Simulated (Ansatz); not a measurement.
**Li (Im-3m, 1 atom in the cell): from the cell to its phonons**

Task: relax Li (Im-3m, 1 atom in the cell), then find its harmonic phonons.

Calculated with Ansatz 0.2.0; DFT PBEsol, scalar-relativistic, plane waves, PAW; PAW set soft_1.

## Step 1: The structure

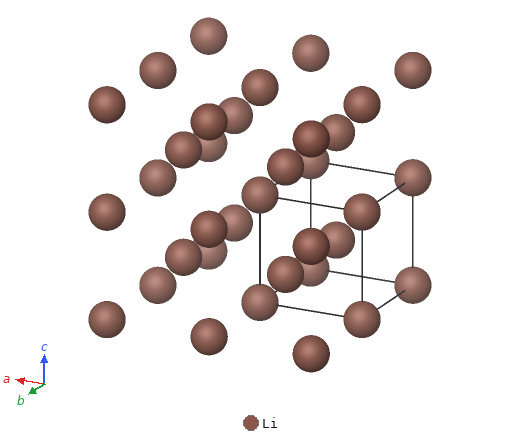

Start, viewed from a free direction; lithium brown. 2×2×2 cells are drawn. This picture shows the conventional cell, with its axes. Some periodic images of atoms are drawn too.

## Step 2: Bringing the structure to rest

Harmonic phonons are second derivatives at a point where the forces vanish, and they are wanted at zero stress, so atoms and cell are relaxed first.

Contents of input.yaml:

```yaml
crystal:
  lattice:
    - [-1.75465, 1.75465, 1.75465]
    - [1.75465, -1.75465, 1.75465]
    - [1.75465, 1.75465, -1.75465]
  atoms:
    - { symbol: Li, position: [0.0, 0.0, 0.0] }
kpoints:
  mp_grid: { grid: [16, 16, 16] }
hamiltonian:
  xc: pbesol
  pseudopotentials: { kind: paw, azcp: { folder: soft_1 }, xc_functional: pbe }
scf:
  occupations: { method: gaussian, width: 0.1 }
output:
  forces: true
  stress: true
  eigenvalues: true
  write_density: true
  write_potential: true
  elf: true
  volumetric_format: npy
relax:
  adjacent_minimum: "off"
  f_tol: 0.005
  max_steps: 80
  cell: { stress_tol: 0.05 }
```

The run is started by

```console
ansatz run input.yaml --threads 4 --pin off --max-ram 10240MiB --backend cpu --events-out ev --progress --plain --runs-dir out
```

Numbers of over 12 decimals in the logs are rounded to 6 here.

What it wrote:

```text
Engine: ansatz 0.2.0, x86_64-unknown-linux-gnu
Pseudopotentials: kind: paw
Pseudopotential: Li, paw, valence charge 3, recommended cutoff 420 eV (normal), soft_1/Li.paw.azcp
Functional definition: PBEsol
  exchange = pbesol_x
  correlation = pbesol_c
Crystal: 1 atoms, lattice volume = 21.609 Å³
Basis set: ecut = 420 eV, 429 PW (Γ), exchange–correlation on 48×48×48 points (8 copies of the dense FFT grid, shifted against one another)
Bands: 6, of which v1, the nominal top of the filled ones, is band 2 counted from 1 (1 counted from 0)
Symmetry: 48 space group operations
Space group: Im-3m (ITA 229), of the structure as read, at distance tolerance 2.8e-5 Å
k-points: 145 of 4096
Non-local potential: Li, projectors of the file, l = 0: 3, l = 1: 2, l = 2: 1
PAW form: soft (Blöchl's): semilocal exchange-correlation on the pseudo side does not see the compensation charge
PAW one-centre angular grid: Li, 110 points (default); XC on 64 Gauss nodes
Initial density: superposition of atomic densities (chi_scale 0.1, normalization cell)
Initial wavefunctions: pseudopotential atomic-orbital guess
Functional: x = pbesol(κ = 0.804, μ = 0.123457), c = pbesol(β = 0.046)
SCF iter   1: F=—  HF=-203.000940 eV  |F-HF|=—  |Δ(HF+E_count)|=         —  Δρ=3.86e-3  dr2=3.68e-3  ethr=3.10e-3  ⟨swp⟩=3.8  Hψ=6546  notcnv=0
preconditioner: auto → none  [metal: Δε(μ)=0.036 eV  Ē_g=10.257 eV  σ=0.100 eV  W_gap=0.20  n_scr=0 (ndim 8)  ℏωp=8.0 eV  f_vac=0.000  D(μ)=0.58/eV (n_scr^D=0)]
SCF iter   2: F=—  HF=-202.996413 eV  |F-HF|=—  |Δ(HF+E_count)|=   4.53e-3  Δρ=1.73e-3  dr2=8.36e-4  ethr=1.23e-4  ⟨swp⟩=1.6  Hψ=2128  notcnv=0  defer=12
SCF iter   3: F=—  HF=-202.996043 eV  |F-HF|=—  |Δ(HF+E_count)|=   3.70e-4  Δρ=1.61e-4  dr2=3.09e-6  ethr=2.79e-5  ⟨swp⟩=2.0  Hψ=958  notcnv=0  defer=15
SCF iter   4: F=—  HF=-202.996048 eV  |F-HF|=—  |Δ(HF+E_count)|=   5.22e-6  Δρ=9.30e-6  dr2=1.01e-8  ethr=3.33e-9  ⟨swp⟩=8.2  Hψ=5294  notcnv=0
SCF iter   5: F=-202.996048 eV  HF=-202.996048 eV  |F-HF|=1.28e-10  |Δ(HF+E_count)|=   1.08e-8  Δρ=6.48e-7  dr2=4.66e-11  ethr=3.37e-10  ⟨swp⟩=3.2  Hψ=2741  notcnv=0
SCF 1 converged in 5 iterations: F = -202.996048 eV  dr2 = 4.66e-11
  greatest PAW one-centre occupation: 0.999 electrons in one spin orbital (limit 2), on the Li atom at site 0 (counted from 0), in its partial waves of l = 0
relax step   1: F+E_penalty+E_count = -202.99604828 eV  Δ(F+E_penalty+E_count) = +0.000e0 eV  max|allowed force component| = 0.000e0 eV/Å  Δτ_max = 0.0000 Å  P = -0.797 GPa  Ω = 21.609 Å³  (5 SCF iters, dr2 threshold 1.00e-7 eV, accepted)
Crystal: 1 atoms, lattice volume = 21.029 Å³
Basis set: ecut = 420 eV, 381 PW (Γ), exchange–correlation on 48×48×48 points (8 copies of the dense FFT grid, shifted against one another)
Initial density: handed on by an earlier stage of this run
Initial wavefunctions: those handed on with the density
iter 1 solved again at ethr=1.46e-7 eV; its pass at ethr=3.10e-3 eV (dr2=4.39e-6 eV) is discarded
SCF iter   1: F=—  HF=-202.998390 eV  |F-HF|=—  |Δ(HF+E_count)|=         —  Δρ=1.33e-4  dr2=4.23e-6  ethr=1.46e-7  ⟨swp⟩=2.1  Hψ=9158  notcnv=0
preconditioner: auto → none  [metal: Δε(μ)=0.036 eV  Ē_g=10.445 eV  σ=0.100 eV  W_gap=0.20  n_scr=0 (ndim 8)  ℏωp=8.1 eV  f_vac=0.000  D(μ)=0.58/eV (n_scr^D=0)]
SCF iter   2: F=—  HF=-202.998383 eV  |F-HF|=—  |Δ(HF+E_count)|=   7.00e-6  Δρ=6.71e-5  dr2=1.06e-6  ethr=1.41e-7  ⟨swp⟩=1.8  Hψ=981  notcnv=0
SCF iter   3: F=-202.998382 eV  HF=-202.998382 eV  |F-HF|=1.99e-10  |Δ(HF+E_count)|=   1.80e-6  Δρ=2.82e-6  dr2=5.25e-10  ethr=3.33e-9  ⟨swp⟩=4.0  Hψ=3042  notcnv=0
SCF 2 converged in 3 iterations: F = -202.998382 eV  dr2 = 5.25e-10
  greatest PAW one-centre occupation: 1.000 electrons in one spin orbital (limit 2), on the Li atom at site 0 (counted from 0), in its partial waves of l = 0
relax step   2: F+E_penalty+E_count = -202.99838153 eV  Δ(F+E_penalty+E_count) = -2.333e-3 eV  max|allowed force component| = 0.000e0 eV/Å  Δτ_max = 0.0000 Å  P = -0.484 GPa  Ω = 21.029 Å³  energy of the carried Pulay correction = +5.331e-6 eV  (3 SCF iters, dr2 threshold 1.00e-7 eV, accepted)
Crystal: 1 atoms, lattice volume = 20.193 Å³
iter 1 solved again at ethr=3.78e-7 eV; its pass at ethr=3.10e-3 eV (dr2=1.13e-5 eV) is discarded
SCF iter   1: F=—  HF=-202.999604 eV  |F-HF|=—  |Δ(HF+E_count)|=         —  Δρ=2.19e-4  dr2=1.10e-5  ethr=3.78e-7  ⟨swp⟩=2.1  Hψ=9236  notcnv=0
preconditioner: auto → none  [metal: Δε(μ)=0.035 eV  Ē_g=10.721 eV  σ=0.100 eV  W_gap=0.19  n_scr=0 (ndim 8)  ℏωp=8.3 eV  f_vac=0.000  D(μ)=0.58/eV (n_scr^D=0)]
SCF iter   2: F=—  HF=-202.999589 eV  |F-HF|=—  |Δ(HF+E_count)|=   1.48e-5  Δρ=1.11e-4  dr2=2.77e-6  ethr=3.67e-7  ⟨swp⟩=1.5  Hψ=938  notcnv=0
SCF iter   3: F=-202.999585 eV  HF=-202.999585 eV  |F-HF|=6.73e-11  |Δ(HF+E_count)|=   3.69e-6  Δρ=4.17e-6  dr2=1.13e-9  ethr=3.33e-9  ⟨swp⟩=4.1  Hψ=3045  notcnv=0
SCF 3 converged in 3 iterations: F = -202.999585 eV  dr2 = 1.13e-9
relax step   3: F+E_penalty+E_count = -202.99958527 eV  Δ(F+E_penalty+E_count) = -1.204e-3 eV  max|allowed force component| = 0.000e0 eV/Å  Δτ_max = 0.0000 Å  P = +0.041 GPa  Ω = 20.193 Å³  energy of the carried Pulay correction = +1.347e-5 eV  (3 SCF iters, dr2 threshold 1.00e-7 eV, accepted)
Basis set: ecut = 420 eV, 381 PW (Γ), exchange–correlation on 40×40×40 points (8 copies of the dense FFT grid, shifted against one another)
Initial wavefunctions: pseudopotential atomic-orbital guess (no wavefunctions were taken with the density)
iter 1 solved again at ethr=5.04e-10 eV; its pass at ethr=3.10e-3 eV (dr2=1.51e-8 eV) is discarded
SCF iter   1: F=—  HF=-202.999566 eV  |F-HF|=—  |Δ(HF+E_count)|=         —  Δρ=4.89e-6  dr2=3.68e-10  ethr=5.04e-10  ⟨swp⟩=3.1  Hψ=9425  notcnv=0
preconditioner: auto → none  [metal: Δε(μ)=0.035 eV  Ē_g=10.722 eV  σ=0.100 eV  W_gap=0.19  n_scr=0 (ndim 8)  ℏωp=8.3 eV  f_vac=0.000  D(μ)=0.58/eV (n_scr^D=0)]
SCF iter   2: F=—  HF=-202.999566 eV  |F-HF|=—  |Δ(HF+E_count)|=   5.03e-9  Δρ=2.46e-6  dr2=1.02e-10  ethr=1.23e-11  ⟨swp⟩=2.0  Hψ=1089  notcnv=0
SCF iter   3: F=-202.999566 eV  HF=-202.999566 eV  |F-HF|=5.60e-12  |Δ(HF+E_count)|=  9.57e-11  Δρ=2.74e-7  dr2=3.33e-12  ethr=1.00e-12  ⟨swp⟩=2.5  Hψ=2711  notcnv=0
SCF 4 converged in 3 iterations: F = -202.999566 eV  dr2 = 3.33e-12
relax step   4: F+E_penalty+E_count = -202.99956633 eV  Δ(F+E_penalty+E_count) = +1.894e-5 eV  max|allowed force component| = 0.000e0 eV/Å  Δτ_max = 0.0000 Å  P = +0.043 GPa  Ω = 20.193 Å³  stress off target by 4.26e-2 GPa  SCF on the basis re-selected at this cell (its energy is not comparable with the rows above)  (3 SCF iters)
basis re-selected at this cell: Δ(F+E_penalty+E_count) = +1.894e-5 eV, ΔP = +0.001 GPa vs the last step (what re-selecting the basis moved, of the pressure what is left beyond the Pulay correction that the steps carried, after the strain that the cell walked since its last selection, with what the two solves' SCF thresholds leave and, on support functions, any second-order correction that the steps lacked; it is no measure of the basis error at this ecutwfc). The dense FFT grid was sized anew with the basis: this SCF ran on 20×20×20 points, the steps before it on 24×24×24, so part of this shift can come from that change (see relax.cell in the input reference). [rest of the remark cut]
SCF converged after 3 iterations
Free energy (F): -202.999566 eV
Harris-Foulkes:  -202.999566 eV  (|F-HF|=5.60e-12)
Internal energy: -202.996688 eV  (E = F + TS)
E sigma→0 (E₀):  -202.998127 eV
Entropy (-TS):   -0.002878 eV (-2.878 meV/atom)
Fermi energy:    1.010191 eV
--- Per-component energies (eV) ---
  E_band       = -90.161046
  E_kinetic    = 15.629532
  E_local      = -139.735215  (includes V_loc(G=0)·N_el)
  E_nonlocal   = -19.708354
  E_hartree    = 40.212674
  E_xc         = -8.119442
  E_vxc        = -10.526590  (∫ρ·V_xc dr)
  E_paw        = -22.542926  (= ΣΔE_a)
  E_vpaw       = -16.246041  (= ΣTr[D̂ρ^β])
  E_aug_tail   = 0.000253  (compensation charges beyond the density's cutoff)
  E_ewald      = -68.733211
  E_smearing   = -0.002878  (= −TS)
  E_closure    = -0.000000  (closes the sum)
  Σ components = -202.999566   (vs F -202.999566, Δ=0.00e0)
--- Forces (eV/Å), atoms counted from 1 ---
  atom   1  Li     0.00000000    -0.00000000    -0.00000000
  max |Σ_I F_I| component: 5.55e-32 eV/Å
--- Stress (GPa, compression-positive) ---
        0.042579      -0.000000       0.000000
        0.000000       0.042579      -0.000000
       -0.000000      -0.000000       0.042579
  P = ⅓ Tr σ = 0.0426 GPa (0.426 kbar)
--- Band table (eV; the first three rows and the last of 145) ---
  k-point 0: bands = ["-44.9160", "-2.5527", "15.7312", "15.7312", "15.7312", "20.3869"]
  k-point 1: bands = ["-44.9152", "-2.4786", "15.2142", "15.3437", "15.5975", "19.2540"]
  k-point 2: bands = ["-44.9130", "-2.2563", "13.7185", "14.5252", "15.2193", "18.1954"]
  k-point 144: bands = ["-44.8812", "6.5619", "6.5619", "6.5619", "8.7991", "8.7991"]
--- Relaxed structure (3 steps of the walk, 3 accepted, 1 SCFs on fresh bases) ---
  F+E_penalty+E_count = -202.99956633 eV   max|allowed force component| = 0.000e0 eV/Å   (the final SCF, on the basis selected at the relaxed cell)
  cell:  # Å, volume = 20.1926 Å³
    - [-1.715448, 1.715448, 1.715448]
    - [1.715448, -1.715448, 1.715448]
    - [1.715448, 1.715448, -1.715448]
  atoms:
    - { symbol: Li, position: [0.0, 0.0, 0.0] }
```

The job ended after 1.2 s (4 threads of Intel Xeon Platinum 8488C (Sapphire Rapids), shared host; peak memory 0.35 GiB; 3.7 s of CPU time).

Relaxation path:

| step | energy less that of the first step (eV) | largest force component (eV/Å) | pressure (GPa) | volume (Å³) |
| --- | --- | --- | --- | --- |
| 1 | 0.0000 | 0.0000 | -0.80 | 21.61 |
| 2 | -0.0023 | 0.0000 | -0.48 | 21.03 |
| 3 | -0.0035 | 0.0000 | 0.04 | 20.19 |
| 4* | -0.0035 | 0.0000 | 0.04 | 20.19 |

Relaxation steps marked * repeat the geometry before them on a plane-wave basis chosen anew for their cell, so energy and pressure can jump there.

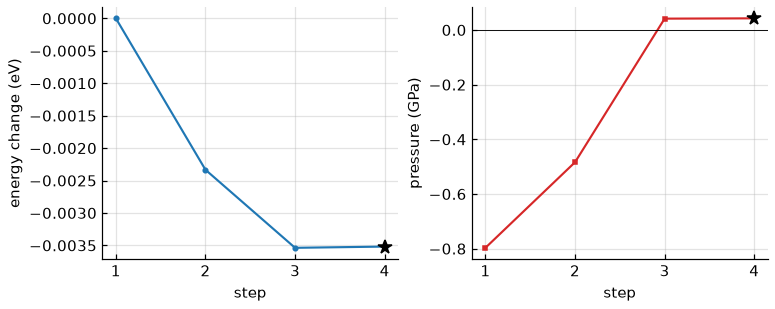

Energy and pressure along the relaxation. Stars mark steps on a basis chosen anew.

| conventional cell, symmetrised | before | after | change |
| --- | --- | --- | --- |
| a (Å) | 3.509 | 3.431 | -2.2 % |
| b (Å) | 3.509 | 3.431 | -2.2 % |
| c (Å) | 3.509 | 3.431 | -2.2 % |
| volume (Å³/atom) | 21.61 | 20.19 | -6.6 % |

Final coordinates:

```
Li
1.0
    -1.71545    1.71545    1.71545
     1.71545   -1.71545    1.71545
     1.71545    1.71545   -1.71545
Li
1
Direct
  0.00000 0.00000 0.00000
```

This step gave:

| Quantity | Value |
| --- | --- |
| pressure | 0.04258 GPa |
| volume per atom | 20.19 Å³ |
| gap on the k-mesh | 0 eV |

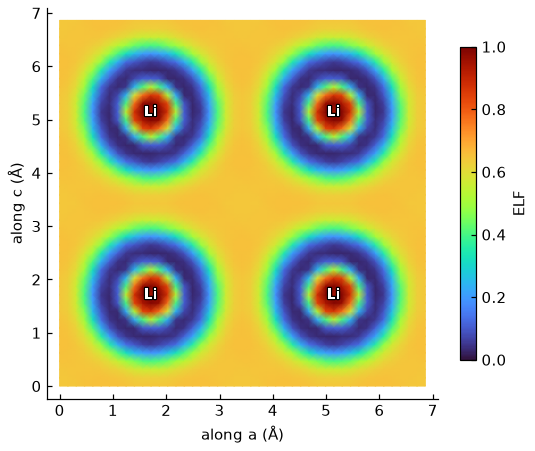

ELF in the ac plane of the conventional cell at fractional y = 0.000, with atoms of Li within 0.2 Å of it. It is the smooth field of the valence electrons, not physical close to the nuclei. The map starts off the cell's origin, so that atoms lie inside it.

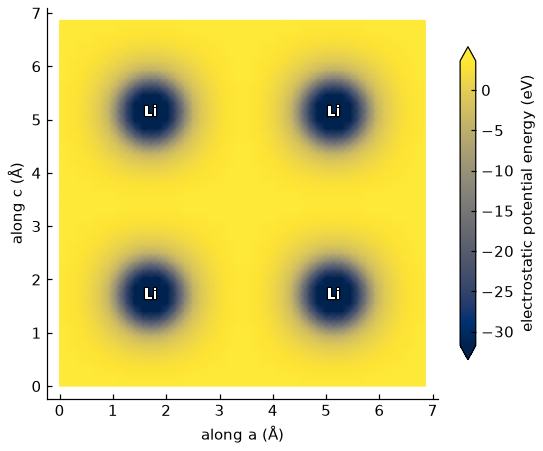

Electrostatic potential energy in the ac plane of the conventional cell at fractional y = 0.000, with atoms of Li within 0.2 Å of it. With pseudopotentials it is smooth inside the atoms' cores, unlike the true potential. The map starts off the cell's origin, so that atoms lie inside it.

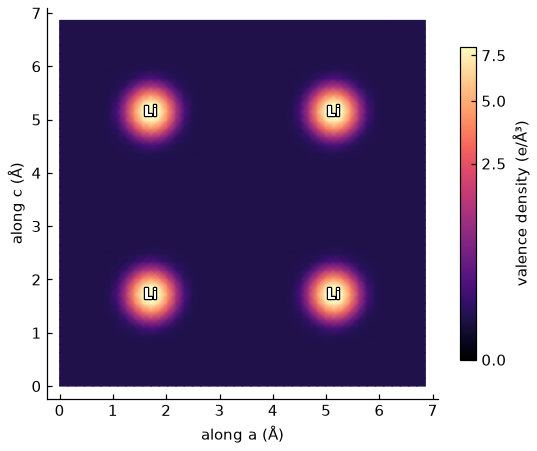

Valence density in the ac plane of the conventional cell at fractional y = 0.000, with atoms of Li within 0.2 Å of it. It is the smooth field of the valence electrons, not physical close to the nuclei. The map starts off the cell's origin, so that atoms lie inside it. The colour scale is stretched toward low values.

In this step the volume went from 21.61 to 20.19 Å³/atom.

## Step 3: Relaxing to small forces for the phonons

Phonons need a cell at rest on their own settings, so the relaxation is repeated with tight tolerances on forces and stress, using the mesh and the filling of the phonon run that follows.

input.yaml, the sections that differ from step 2:

```yaml
crystal:
  lattice:
    - [-1.7154481713, 1.7154481713, 1.7154481713]
    - [1.7154481713, -1.7154481713, 1.7154481713]
    - [1.7154481713, 1.7154481713, -1.7154481713]
  atoms:
    - { symbol: Li, position: [0.0, 0.0, 0.0] }
scf:
  occupations: { method: methfessel_paxton, width: 0.2 }
relax:
  adjacent_minimum: "off"
  f_tol: 0.001
  max_steps: 60
  cell: { stress_tol: 0.01 }
# kpoints, hamiltonian, output: as in step 2
```

What it wrote:

```text
[...]
Crystal: 1 atoms, lattice volume = 20.193 Å³
Basis set: ecut = 420 eV, 381 PW (Γ), exchange–correlation on 40×40×40 points (8 copies of the dense FFT grid, shifted against one another)
Bands: 6, of which v1, the nominal top of the filled ones, is band 2 counted from 1 (1 counted from 0)
Symmetry: 48 space group operations
[...]
k-points: 145 of 4096
[...]
-0.000000       0.000000      -0.000196
  P = ⅓ Tr σ = -0.0002 GPa (-0.002 kbar)
--- Band table (eV; the first three rows and the last of 145) ---
[...]
--- Relaxed structure (3 steps of the walk, 3 accepted, 1 SCFs on fresh bases) ---
[...]
cell:  # Å, volume = 20.2511 Å³
    - [-1.717103, 1.717103, 1.717103]
    - [1.717103, -1.717103, 1.717103]
    - [1.717103, 1.717103, -1.717103]
  atoms:
    - { symbol: Li, position: [0.0, 0.0, 0.0] }
[key lines of the parts left out:]
SCF converged after 3 iterations
Free energy (F): -202.998606 eV
Fermi energy:    1.000674 eV
```

It took 1.1 s on 4 threads; peak memory 0.35 GiB; 3.5 s of CPU time.

Little changed from the start: no atom moved by 0.005 Å and no cell edge by 0.1 %.

This step gave:

| Property | Result |
| --- | --- |
| pressure | -1.96e-4 GPa |
| volume per atom | 20.25 Å³ |

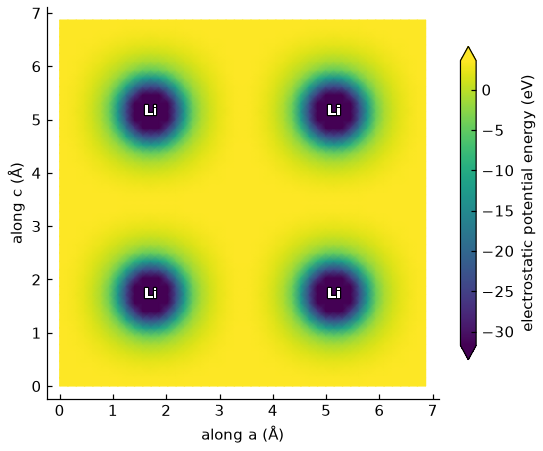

Electrostatic potential energy in the ac plane of the conventional cell at fractional y = 0.000, with atoms of Li within 0.2 Å of it. With pseudopotentials it is smooth inside the atoms' cores, unlike the true potential. The map starts off the cell's origin, so that atoms lie inside it.

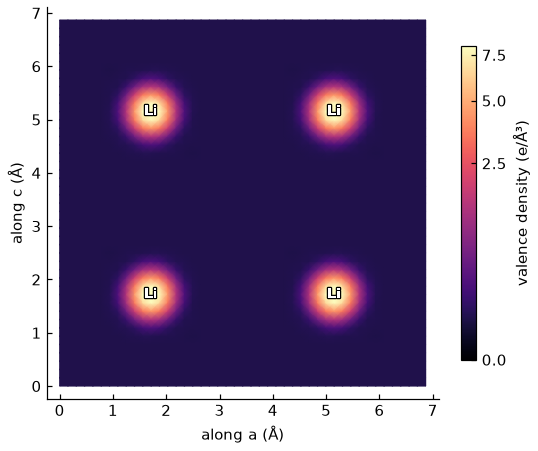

Valence density in the ac plane of the conventional cell at fractional y = 0.000, with atoms of Li within 0.2 Å of it. It is the smooth field of the valence electrons, not physical close to the nuclei. The map starts off the cell's origin, so that atoms lie inside it. The colour scale is stretched toward low values.

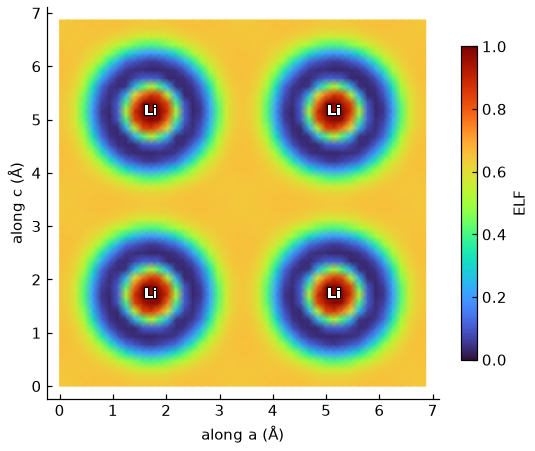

ELF in the ac plane of the conventional cell at fractional y = 0.000, with atoms of Li within 0.2 Å of it. It is the smooth field of the valence electrons, not physical close to the nuclei. The map starts off the cell's origin, so that atoms lie inside it.

The forces vanish by symmetry and the pressure is 0.000 GPa, within the tolerances set. The cell now holds 20.25 Å³/atom.

[end of part 1 of 2]

[Logs are printed without paths, hosts, clocks, repeated set-up lines and the standing remarks that a program may print on its own settings, such as how far it seeks lower states.]

[Hosts, paths, dates, database ids (printed as entryN), source tags and the programs' standing remarks are cut or masked in the printed files.]
